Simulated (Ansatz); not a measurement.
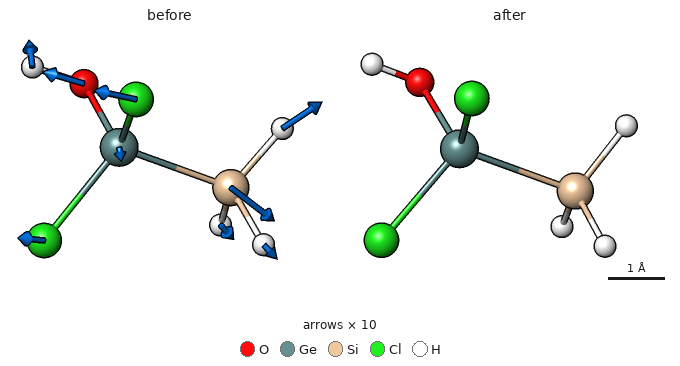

The structure of GeSiH4OCl2 (coarse preliminary run) before (left) and after (right) a relaxation, at one scale. The blue arrows give the displacements, magnified 10 times.

Style: ball-and-stick. Shown from a free direction.

The start comes from a force field.

These are results of RKS PBE-D4/def2-SVP (Ansatz 0.2.0), not measurements.

The input:
```yaml
crystal:
  periodic: [false, false, false]
  atoms:
    - {symbol: O, position_ang: [-1.690200, 1.043000, 0.353800]}
    - {symbol: Ge, position_ang: [-0.365500, 0.415400, -0.583900]}
    - {symbol: Si, position_ang: [0.894800, -0.903500, 0.793800]}
    - {symbol: Cl, position_ang: [-1.032200, -0.768200, -2.230100]}
    - {symbol: Cl, position_ang: [0.850000, 2.031400, -1.374900]}
    - {symbol: H, position_ang: [-2.236900, 1.651900, -0.316600]}
    - {symbol: H, position_ang: [2.085500, -1.452400, 0.049600]}
    - {symbol: H, position_ang: [0.145000, -1.988900, 1.326000]}
    - {symbol: H, position_ang: [1.438000, -0.074900, 1.965200]}
basis:
  gaussian: {orbitals: def2-SVP}
hamiltonian: {xc: pbe, dispersion: d4}
relax: {f_tol: 0.03, max_steps: 200}
```

Run as
```bash
ansatz run in.yaml --threads 4 --pin off --events-out ev --progress --plain --max-ram 10444MiB
```

Question: Summarise the run.

Answer: The atom that moves furthest after the best rigid fit is Si3 (0.12 Å). By element the largest moves are Si 0.12 Å, Cl 0.10 Å, H 0.09 Å, O 0.09 Å, Ge 0.03 Å. Near-neighbour distances that change, for instance: Ge2–Si3 2.286 → 2.386 Å, O1–H6 1.058 → 0.977 Å, Si3–H8 1.423 → 1.500 Å, Ge2–Cl4 2.134 → 2.185 Å. Bond angles that change, for instance: Ge2–O1–H6 105.0° → 111.8°, H7–Si3–H9 107.1° → 110.9°, Ge2–Si3–H7 110.4° → 106.8°. After 6 geometry steps the energy has fallen by 8.46 kcal/mol. The largest force component goes from 2.6 to 0.025 eV/Å. Cost: 12 s on 4 threads of Arm Neoverse V1, on a shared host.
